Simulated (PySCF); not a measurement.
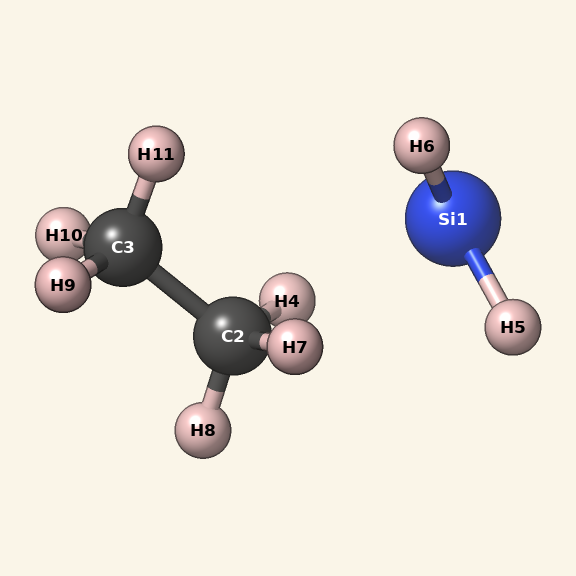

The computed structure is the end point of a PBE0-D4/def2-TZVP optimisation. No frequency run is at hand to confirm it as a minimum.

Give the bond lengths.

| bond | length (Å) |
| --- | --- |
| Si1–H5 | 1.523 |
| Si1–H6 | 1.523 |
| C2–C3 | 1.513 |
| C2–H4 | 1.128 |
| C2–H7 | 1.088 |
| C2–H8 | 1.092 |
| C3–H9 | 1.092 |
| C3–H10 | 1.091 |
| C3–H11 | 1.091 |
